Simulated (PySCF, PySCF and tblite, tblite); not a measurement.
**2-chloro-2,3-dimethylbutane (C6H13Cl): a path driven as rotation about a bond, and NMR exchange**

Aim: the barrier and rate of rotation about a bond in 2-chloro-2,3-dimethylbutane (C6H13Cl) (`CC(C)C(C)(C)Cl`), and what it does to NMR lines.

Programs: PySCF 2.14.0 with density-fitted response routines of our own, and tblite 0.8.0. All values are computed, except where a source is named. Atoms count from 0 throughout.

## (1) The molecule as given

20 atoms, charge 0, multiplicity 1; geometry from: force field or distance geometry start.

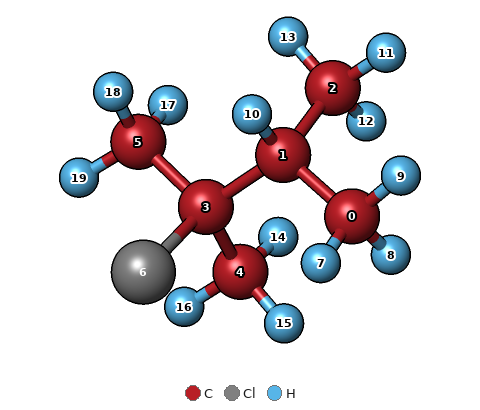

The starting geometry (carbon red, chlorine grey, hydrogen blue), atoms numbered.

## (2) GFN2-xTB relaxation, start minimum

The job: settings as JSON, then the geometry in Å.

```
{"job": {"xc": "GFN2-xTB", "basis": "xTB", "kind": "relax"}, "charge": 0, "multiplicity": 1}
C     -1.482200     0.564600    -1.258800
C     -0.636200     0.633700     0.005400
C     -1.340900    -0.166400     1.121200
C      0.852400     0.196500    -0.209600
C      0.990500    -1.227700    -0.771200
C      1.660100     0.281300     1.098000
Cl     1.639100     1.331600    -1.377400
H     -1.053500     1.157500    -2.070400
H     -1.620400    -0.464900    -1.604500
H     -2.492300     0.977200    -1.058900
H     -0.625900     1.677300     0.339800
H     -2.383200     0.190800     1.239600
H     -1.402000    -1.229700     0.896200
H     -0.855200    -0.040700     2.084800
H      0.544900    -1.966300    -0.112700
H      0.509100    -1.318000    -1.746000
H      2.047100    -1.494800    -0.906200
H      1.339900    -0.470900     1.832500
H      1.566100     1.274100     1.568200
H      2.737400     0.105500     0.926900
```

The run is started by

```bash
OMP_NUM_THREADS=1 python ens_run.py task.json out
```

The driver reads the study from task.json and runs its stages one after another.

The program printed:

```text
step      E/eV     max force
  0    -654.21469    0.885
  1    -654.25209    0.530
  2    -654.26770    0.318
  3    -654.27709    0.269
  4    -654.28654    0.297
  5    -654.29235    0.235
  6    -654.29550    0.157
  7    -654.29724    0.160
  8    -654.29862    0.109
  9    -654.29961    0.078
 10    -654.30022    0.058
 11    -654.30064    0.062
 12    -654.30109    0.069
 13    -654.30162    0.063
 14    -654.30215    0.052
 15    -654.30259    0.045
 16    -654.30295    0.052
 17    -654.30327    0.050
 18    -654.30352    0.028
 19    -654.30371    0.028
 20    -654.30387    0.036
 21    -654.30403    0.040
 22    -654.30423    0.030
 23    -654.30447    0.033
 24    -654.30477    0.048
 25    -654.30506    0.058
 26    -654.30526    0.041
 27    -654.30538    0.023
 28    -654.30547    0.025
 29    -654.30560    0.043
 30    -654.30579    0.058
 31    -654.30599    0.047
 32    -654.30612    0.024
 33    -654.30618    0.021
 34    -654.30624    0.021
 35    -654.30632    0.029
 36    -654.30640    0.023
 37    -654.30648    0.018
 38    -654.30655    0.018
 39    -654.30661    0.025
 40    -654.30667    0.024
 41    -654.30672    0.016
 42    -654.30675    0.014
 43    -654.30678    0.011
 44    -654.30681    0.014
 45    -654.30683    0.011
 46    -654.30685    0.011
 47    -654.30686    0.008
 48    -654.30687    0.009
 49    -654.30689    0.010
 50    -654.30690    0.008
 51    -654.30692    0.009
 52    -654.30693    0.009
 53    -654.30696    0.014
 54    -654.30698    0.014
 55    -654.30700    0.009
 56    -654.30702    0.009
 57    -654.30703    0.011
 58    -654.30705    0.012
 59    -654.30707    0.011
 60    -654.30709    0.009
 61    -654.30710    0.009
 62    -654.30712    0.008
 63    -654.30713    0.010
 64    -654.30715    0.009
 65    -654.30716    0.009
 66    -654.30718    0.011
 67    -654.30720    0.016
 68    -654.30723    0.016
 69    -654.30725    0.009
 70    -654.30727    0.009
 71    -654.30728    0.010
 72    -654.30730    0.014
 73    -654.30733    0.014
 74    -654.30735    0.008
 75    -654.30736    0.008
 76    -654.30736    0.006
 77    -654.30737    0.007
 78    -654.30738    0.005
 79    -654.30738    0.005
 80    -654.30738    0.005
 81    -654.30739    0.006
 82    -654.30740    0.006
 83    -654.30740    0.004
 84    -654.30741    0.006
 85    -654.30741    0.005
 86    -654.30742    0.005
 87    -654.30742    0.005
 88    -654.30743    0.006
 89    -654.30743    0.008
 90    -654.30745    0.008
 91    -654.30746    0.010
 92    -654.30747    0.008
 93    -654.30747    0.005
 94    -654.30748    0.005
 95    -654.30748    0.006
 96    -654.30749    0.005
 97    -654.30749    0.003
 98    -654.30749    0.002
```

It took 0.48 s on 1 thread of Intel Xeon 6975P-C, shared host.

Gain 0.093 eV; displacement 0.08 Å root mean square.

## (3) Relaxed scan, rotation

The job: settings as JSON, then the geometry in Å.

```
{"job": {"xc": "GFN2-xTB", "basis": "xTB", "coordinate": [["t", [0, 1, 3, 4], 0.1111111111111111], ["t", [0, 1, 3, 5], 0.1111111111111111], ["t", [0, 1, 3, 6], 0.1111111111111111], ["t", [2, 1, 3, 4], 0.1111111111111111], ["t", [2, 1, 3, 5], 0.1111111111111111], ["t", [2, 1, 3, 6], 0.1111111111111111], ["t", [10, 1, 3, 4], 0.1111111111111111], ["t", [10, 1, 3, 5], 0.1111111111111111], ["t", [10, 1, 3, 6], 0.1111111111111111]], "kind": "drive"}, "charge": 0, "multiplicity": 1}
C     -1.460841     0.531082    -1.253220
C     -0.633204     0.626097     0.028921
C     -1.334432    -0.152129     1.143754
C      0.826149     0.174550    -0.176843
C      0.971188    -1.204802    -0.802228
C      1.643107     0.268848     1.106213
Cl     1.574418     1.355773    -1.334869
H     -0.941348     0.998612    -2.085332
H     -1.669624    -0.505855    -1.504679
H     -2.410392     1.042898    -1.114922
H     -0.594149     1.680133     0.327778
H     -2.363064     0.191269     1.225546
H     -1.352439    -1.216918     0.925808
H     -0.852497     0.001776     2.104709
H      0.501413    -1.952602    -0.167540
H      0.515051    -1.239124    -1.787179
H      2.024788    -1.454547    -0.905320
H      1.350782    -0.519138     1.795896
H      1.498626     1.233797     1.586739
H      2.701320     0.150958     0.883732
```

The program printed:

```text
point  coordinate     E/eV
  0    -68.800     -654.28544
  1    -83.500     -654.24229
  2    -98.400     -654.16263
  3   -113.900     -654.10293
  4   -129.500     -654.11279
  5   -144.900     -654.18404
  6   -159.600     -654.25689
  7   -174.200     -654.29504
```

Wall time 2.2 s (1 thread of Intel Xeon 6975P-C, shared host).

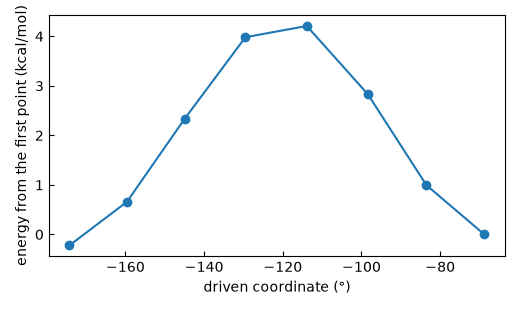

Energy along the scan.

## (4) Nudged elastic band, leg 1

The job, as its differences from that of step 3:

```diff
@@ -1,2 +1,2 @@
-{"job": {"xc": "GFN2-xTB", "basis": "xTB", "coordinate": [["t", [0, 1, 3, 4], 0.1111111111111111], ["t", [0, 1, 3, 5], 0.1111111111111111], ["t", [0, 1, 3, 6], 0.1111111111111111], ["t", [2, 1, 3, 4], 0.1111111111111111], ["t", [2, 1, 3, 5], 0.1111111111111111], ["t", [2, 1, 3, 6], 0.1111111111111111], ["t", [10, 1, 3, 4], 0.1111111111111111], ["t", [10, 1, 3, 5], 0.1111111111111111], ["t", [10, 1, 3, 6], 0.1111111111111111]], "kind": "drive"}, "charge": 0, "multiplicity": 1}
+{"job": {"xc": "GFN2-xTB", "basis": "xTB", "kind": "neb"}, "charge": 0, "multiplicity": 1}
 C     -1.460841     0.531082    -1.253220
```

The program printed:

```text
image   E - E0 / eV
  0       0.0000
  1       0.0297
  2       0.1018
  3       0.2057
  4       0.1501
  5       0.0401
  6       0.0076
```

Wall time 1.2 s (1 thread of Intel Xeon 6975P-C, shared host).

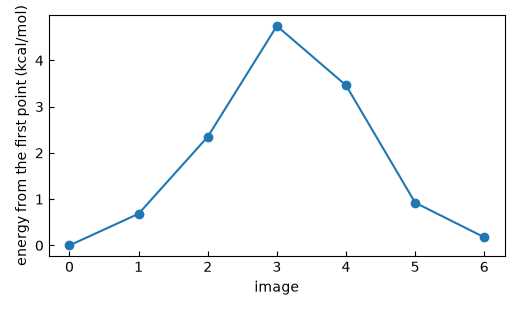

Energy along the band.

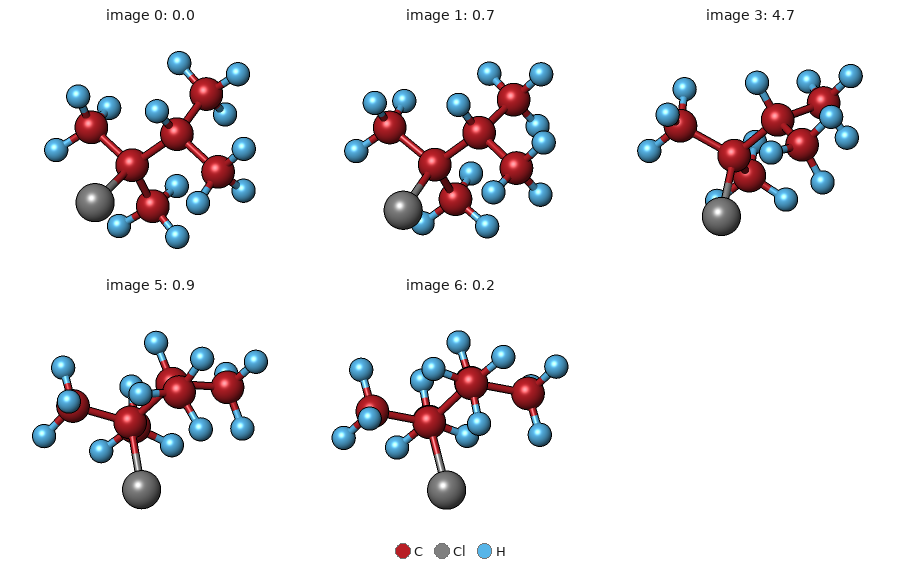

Images along the band, with energies in kcal/mol.

## (5) Saddle search, leg 1

The job: settings as JSON, then the geometry in Å.

```
{"job": {"xc": "GFN2-xTB", "basis": "xTB", "kind": "saddle"}, "charge": 0, "multiplicity": 1}
C     -1.380942     1.144321    -1.032572
C     -0.660038     0.460233     0.129605
C     -1.543646    -0.673197     0.656931
C      0.795765     0.009680    -0.199400
C      1.020883    -1.497830    -0.173681
C      1.779083     0.705048     0.736618
Cl     1.274805     0.520669    -1.873252
H     -0.844806     2.033093    -1.354689
H     -1.479667     0.471319    -1.880227
H     -2.375854     1.446014    -0.712508
H     -0.579110     1.203856     0.930808
H     -2.516981    -0.268268     0.925007
H     -1.697057    -1.438703    -0.098343
H     -1.120482    -1.134287     1.545178
H      0.831235    -1.899491     0.818037
H      0.378451    -2.001106    -0.890657
H      2.054821    -1.712485    -0.435708
H      1.575380     0.415212     1.765751
H      1.685279     1.785697     0.650291
H      2.802879     0.430227     0.492811
```

The program printed:

```text
step      E/eV     max force
  0    -654.10175   0.0184
  1    -654.09929   0.0375
  2    -654.09898   0.0136
  3    -654.09901   0.0064
  4    -654.09902   0.0010
lowest wavenumbers (cm-1): -82.0 220.3 247.0 266.7 277.9 286.8
```

It took 2.8 s on 1 thread of Intel Xeon 6975P-C, shared host.

Point group C1; 1 imaginary mode, 82i cm⁻¹, carried by C2, C0, Cl6, C4. Steps downhill from it reached both ends.

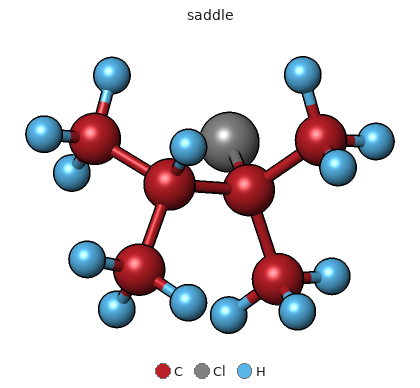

The saddle point.

## (6) Shieldings, start: BP86/pcSseg-1

The job: settings as JSON, then the geometry in Å.

```
{"job": {"kind": "nmr", "xc": "BP86", "basis": "pcSseg-1", "pop": false}, "charge": 0, "multiplicity": 1}
C     -1.460841     0.531082    -1.253220
C     -0.633204     0.626097     0.028921
C     -1.334432    -0.152129     1.143754
C      0.826149     0.174550    -0.176843
C      0.971188    -1.204802    -0.802228
C      1.643107     0.268848     1.106213
Cl     1.574418     1.355773    -1.334869
H     -0.941348     0.998612    -2.085332
H     -1.669624    -0.505855    -1.504679
H     -2.410392     1.042898    -1.114922
H     -0.594149     1.680133     0.327778
H     -2.363064     0.191269     1.225546
H     -1.352439    -1.216918     0.925808
H     -0.852497     0.001776     2.104709
H      0.501413    -1.952602    -0.167540
H      0.515051    -1.239124    -1.787179
H      2.024788    -1.454547    -0.905320
H      1.350782    -0.519138     1.795896
H      1.498626     1.233797     1.586739
H      2.701320     0.150958     0.883732
```

The program printed:

```text
coarse grid: 16200 points
cycle   1  E = -696.4920770984  dE =  3.108e-01  |g| = 6.667e-01  |ddm| = 3.805e+00
cycle   2  E = -696.3664974455  dE =  1.256e-01  |g| = 9.622e-01  |ddm| = 1.395e+00
cycle   3  E = -696.6093342954  dE = -2.428e-01  |g| = 8.597e-02  |ddm| = 8.870e-01
cycle   4  E = -696.6108804025  dE = -1.546e-03  |g| = 4.105e-02  |ddm| = 1.664e-01
cycle   5  E = -696.6112456630  dE = -3.653e-04  |g| = 1.157e-02  |ddm| = 4.825e-02
cycle   6  E = -696.6112756333  dE = -2.997e-05  |g| = 3.827e-03  |ddm| = 1.522e-02
cycle   7  E = -696.6112790558  dE = -3.422e-06  |g| = 7.811e-04  |ddm| = 4.554e-03
final grid: 148832 points
cycle   8  E = -696.6685357135  dE = -1.055e-04  |g| = 8.343e-03  |ddm| = 5.109e-02
cycle   9  E = -696.6685197330  dE =  1.598e-05  |g| = 1.103e-02  |ddm| = 1.612e-02
cycle  10  E = -696.6685499482  dE = -3.022e-05  |g| = 1.638e-03  |ddm| = 1.051e-02
cycle  11  E = -696.6685503137  dE = -3.655e-07  |g| = 6.681e-04  |ddm| = 2.765e-03
cycle  12  E = -696.6685504771  dE = -1.634e-07  |g| = 1.097e-04  |ddm| = 7.214e-04
cycle  13  E = -696.6685504798  dE = -2.741e-09  |g| = 3.055e-05  |ddm| = 1.620e-04
cycle  14  E = -696.6685504801  dE = -2.390e-10  |g| = 6.165e-06  |ddm| = 4.725e-05
converged SCF energy = -696.6685504801

GIAO shielding tensors (ppm)
atom      isotropic    diamagn.    paramagn.     s11        s22        s33       span
  0 C      160.456     247.391     -86.935    145.818    153.364    182.187     36.369
  1 C      134.401     246.686    -112.285    119.432    130.487    153.283     33.852
  2 C      161.813     248.253     -86.440    148.735    153.284    183.421     34.686
  3 C      100.944     246.022    -145.078     70.463     86.905    145.466     75.002
  4 C      155.535     247.972     -92.438    136.850    148.960    180.793     43.943
  5 C      145.998     247.668    -101.670    129.581    131.836    176.575     46.994
  6 Cl     643.018    1149.097    -506.079    409.985    491.871   1027.198    617.213
  7 H       29.600      30.651      -1.052     23.756     30.707     34.336     10.580
  8 H       30.920      31.306      -0.386     27.435     29.597     35.727      8.292
  9 H       30.733      29.779       0.954     26.592     28.028     37.580     10.987
 10 H       29.654      32.968      -3.314     26.858     29.018     33.086      6.227
 11 H       30.693      30.162       0.531     26.129     28.496     37.455     11.326
 12 H       31.026      31.827      -0.801     27.220     30.057     35.801      8.580
 13 H       30.459      31.433      -0.974     25.212     29.686     36.480     11.268
 14 H       30.431      31.698      -1.266     25.660     28.968     36.667     11.007
 15 H       30.089      31.229      -1.141     26.167     29.079     35.020      8.853
 16 H       30.248      30.657      -0.409     26.884     28.384     35.476      8.592
 17 H       30.124      31.453      -1.329     25.632     28.725     36.015     10.383
 18 H       30.085      30.978      -0.893     27.049     27.568     35.638      8.589
 19 H       29.899      30.591      -0.692     26.226     28.165     35.305      9.079
```

It took 34 s on 1 thread of Intel Xeon 6975P-C, shared host; peak memory 0.7 GiB.

This run: HOMO -6.83 eV, LUMO -0.25 eV; dipole 2.15 D.

## (7) Shieldings, saddle of leg 1: BP86/pcSseg-1

The job: settings as JSON, then the geometry in Å.

```
{"job": {"kind": "nmr", "xc": "BP86", "basis": "pcSseg-1", "pop": false}, "charge": 0, "multiplicity": 1}
C     -1.370772     1.181141    -1.001718
C     -0.664050     0.441257     0.135183
C     -1.567896    -0.700878     0.604998
C      0.792453    -0.004670    -0.199546
C      1.040661    -1.506977    -0.122523
C      1.780552     0.729114     0.702507
Cl     1.241837     0.452660    -1.896338
H     -0.807637     2.056878    -1.312400
H     -1.505840     0.531104    -1.862518
H     -2.350848     1.510050    -0.662213
H     -0.581911     1.146986     0.969875
H     -2.534345    -0.290291     0.889308
H     -1.732818    -1.426367    -0.186574
H     -1.156074    -1.210062     1.471652
H      0.891380    -1.869010     0.891353
H      0.383620    -2.049908    -0.795746
H      2.068560    -1.717419    -0.410679
H      1.595418     0.462720     1.741750
H      1.674173     1.806067     0.592113
H      2.803539     0.457607     0.451513
```

The program printed:

```text
coarse grid: 16200 points
cycle   1  E = -696.4808582051  dE =  3.102e-01  |g| = 6.711e-01  |ddm| = 3.836e+00
cycle   2  E = -696.3527737603  dE =  1.281e-01  |g| = 9.699e-01  |ddm| = 1.415e+00
cycle   3  E = -696.6003816136  dE = -2.476e-01  |g| = 7.290e-02  |ddm| = 8.832e-01
cycle   4  E = -696.6014367408  dE = -1.055e-03  |g| = 3.748e-02  |ddm| = 1.471e-01
cycle   5  E = -696.6017447478  dE = -3.080e-04  |g| = 1.042e-02  |ddm| = 4.567e-02
cycle   6  E = -696.6017682844  dE = -2.354e-05  |g| = 3.857e-03  |ddm| = 1.327e-02
cycle   7  E = -696.6017712590  dE = -2.975e-06  |g| = 8.553e-04  |ddm| = 4.702e-03
final grid: 148832 points
cycle   8  E = -696.6577266879  dE = -9.870e-05  |g| = 8.497e-03  |ddm| = 5.426e-02
cycle   9  E = -696.6577087559  dE =  1.793e-05  |g| = 1.149e-02  |ddm| = 1.681e-02
cycle  10  E = -696.6577417547  dE = -3.300e-05  |g| = 1.567e-03  |ddm| = 1.111e-02
cycle  11  E = -696.6577421131  dE = -3.584e-07  |g| = 6.690e-04  |ddm| = 2.676e-03
cycle  12  E = -696.6577422823  dE = -1.692e-07  |g| = 1.013e-04  |ddm| = 7.087e-04
cycle  13  E = -696.6577422586  dE =  2.370e-08  |g| = 2.818e-05  |ddm| = 1.472e-04
cycle  14  E = -696.6577422588  dE = -2.033e-10  |g| = 5.570e-06  |ddm| = 4.281e-05
converged SCF energy = -696.6577422588

GIAO shielding tensors (ppm)
atom      isotropic    diamagn.    paramagn.     s11        s22        s33       span
  0 C      154.301     246.575     -92.273    132.871    159.284    170.749     37.878
  1 C      139.018     245.731    -106.713    123.613    130.185    163.255     39.643
  2 C      159.768     248.045     -88.277    144.301    156.925    178.076     33.775
  3 C      101.814     244.715    -142.901     64.383     93.704    147.356     82.973
  4 C      148.262     247.216     -98.953    128.291    142.195    174.301     46.010
  5 C      140.508     247.952    -107.444    113.769    132.759    174.996     61.226
  6 Cl     660.767    1149.418    -488.650    469.364    521.880    991.059    521.695
  7 H       29.836      30.742      -0.907     24.685     29.601     35.221     10.536
  8 H       30.358      30.793      -0.435     26.687     29.881     34.505      7.819
  9 H       30.831      29.712       1.119     26.256     28.531     37.708     11.452
 10 H       29.763      33.477      -3.714     25.849     29.856     33.583      7.734
 11 H       30.791      30.083       0.708     26.101     28.616     37.655     11.554
 12 H       30.675      31.412      -0.737     27.125     29.690     35.210      8.085
 13 H       30.544      31.607      -1.063     25.717     29.276     36.640     10.923
 14 H       30.392      31.538      -1.146     25.903     28.646     36.625     10.722
 15 H       29.855      31.147      -1.293     26.499     28.525     34.539      8.040
 16 H       30.153      30.626      -0.473     26.462     28.771     35.227      8.765
 17 H       30.326      31.297      -0.971     26.547     27.910     36.522      9.974
 18 H       29.880      31.003      -1.123     26.636     27.918     35.086      8.449
 19 H       30.044      30.792      -0.748     26.545     27.929     35.658      9.114
```

It took 33 s on 1 thread of Intel Xeon 6975P-C, shared host; peak memory 0.73 GiB.

Key values: HOMO -6.76 eV, LUMO -0.23 eV; dipole 2.09 D.

## (8) Shieldings, end: BP86/pcSseg-1

The job: settings as JSON, then the geometry in Å.

```
{"job": {"kind": "nmr", "xc": "BP86", "basis": "pcSseg-1", "pop": false}, "charge": 0, "multiplicity": 1}
C     -1.176400     1.504461    -0.416142
C     -0.710501     0.209820     0.251452
C     -1.737723    -0.892173    -0.012366
C      0.712337    -0.196592    -0.182764
C      1.168289    -1.489086     0.486056
C      1.731329     0.907032     0.081167
Cl     0.718752    -0.498359    -1.965215
H     -0.570193     2.352729    -0.111327
H     -1.130408     1.409801    -1.497983
H     -2.206138     1.711775    -0.134732
H     -0.660595     0.380419     1.334069
H     -2.732760    -0.532988     0.239348
H     -1.731068    -1.172144    -1.062666
H     -1.540592    -1.775361     0.588547
H      1.104312    -1.385193     1.567675
H      0.557633    -2.331523     0.175406
H      2.200457    -1.704463     0.218430
H      1.708232     1.185156     1.133237
H      1.526915     1.786901    -0.521520
H      2.731968     0.557229    -0.163281
```

The program printed:

```text
coarse grid: 16200 points
cycle   1  E = -696.4924928190  dE =  3.148e-01  |g| = 6.691e-01  |ddm| = 3.794e+00
cycle   2  E = -696.3680397935  dE =  1.245e-01  |g| = 9.600e-01  |ddm| = 1.405e+00
cycle   3  E = -696.6112793181  dE = -2.432e-01  |g| = 7.393e-02  |ddm| = 8.871e-01
cycle   4  E = -696.6123046463  dE = -1.025e-03  |g| = 4.005e-02  |ddm| = 1.443e-01
cycle   5  E = -696.6126642187  dE = -3.596e-04  |g| = 9.770e-03  |ddm| = 4.523e-02
cycle   6  E = -696.6126839284  dE = -1.971e-05  |g| = 3.797e-03  |ddm| = 1.229e-02
cycle   7  E = -696.6126873375  dE = -3.409e-06  |g| = 8.133e-04  |ddm| = 4.327e-03
final grid: 148832 points
cycle   8  E = -696.6685346984  dE = -1.039e-04  |g| = 8.878e-03  |ddm| = 5.487e-02
cycle   9  E = -696.6685158699  dE =  1.883e-05  |g| = 1.189e-02  |ddm| = 1.705e-02
cycle  10  E = -696.6685511888  dE = -3.532e-05  |g| = 1.597e-03  |ddm| = 1.127e-02
cycle  11  E = -696.6685516253  dE = -4.365e-07  |g| = 6.803e-04  |ddm| = 2.649e-03
cycle  12  E = -696.6685517392  dE = -1.139e-07  |g| = 8.698e-05  |ddm| = 7.007e-04
cycle  13  E = -696.6685517408  dE = -1.646e-09  |g| = 2.924e-05  |ddm| = 1.349e-04
cycle  14  E = -696.6685517410  dE = -2.151e-10  |g| = 6.732e-06  |ddm| = 4.376e-05
converged SCF energy = -696.6685517410

GIAO shielding tensors (ppm)
atom      isotropic    diamagn.    paramagn.     s11        s22        s33       span
  0 C      161.422     247.318     -85.895    144.019    156.706    183.542     39.523
  1 C      136.458     246.673    -110.214    123.760    131.962    153.654     29.894
  2 C      161.423     247.321     -85.897    144.030    156.699    183.542     39.512
  3 C      101.417     246.991    -145.573     68.809     91.139    144.303     75.494
  4 C      146.304     247.620    -101.316    125.442    134.743    178.727     53.285
  5 C      146.318     247.597    -101.279    125.429    134.760    178.766     53.337
  6 Cl     736.819    1149.500    -412.681    525.338    647.401   1037.718    512.380
  7 H       30.393      31.158      -0.765     24.951     29.447     36.782     11.831
  8 H       30.131      31.001      -0.870     25.655     30.927     33.811      8.156
  9 H       30.993      30.160       0.833     26.270     28.893     37.815     11.545
 10 H       30.036      33.622      -3.586     27.670     27.891     34.546      6.876
 11 H       30.995      30.163       0.832     26.266     28.906     37.812     11.546
 12 H       30.126      31.001      -0.875     25.644     30.937     33.798      8.154
 13 H       30.392      31.156      -0.764     24.957     29.431     36.787     11.830
 14 H       30.529      31.270      -0.741     26.740     27.534     37.313     10.573
 15 H       29.682      31.305      -1.623     25.562     28.850     34.635      9.073
 16 H       30.042      30.761      -0.719     26.623     27.987     35.517      8.895
 17 H       30.529      31.262      -0.732     26.738     27.530     37.320     10.583
 18 H       29.682      31.297      -1.615     25.575     28.829     34.643      9.069
 19 H       30.040      30.757      -0.717     26.622     27.987     35.511      8.889
```

It took 35 s on 1 thread of Intel Xeon 6975P-C, shared host; peak memory 0.73 GiB.

Key values: HOMO -6.86 eV, LUMO -0.13 eV; dipole 2.06 D.

(Part 1 of 2 ends here.)
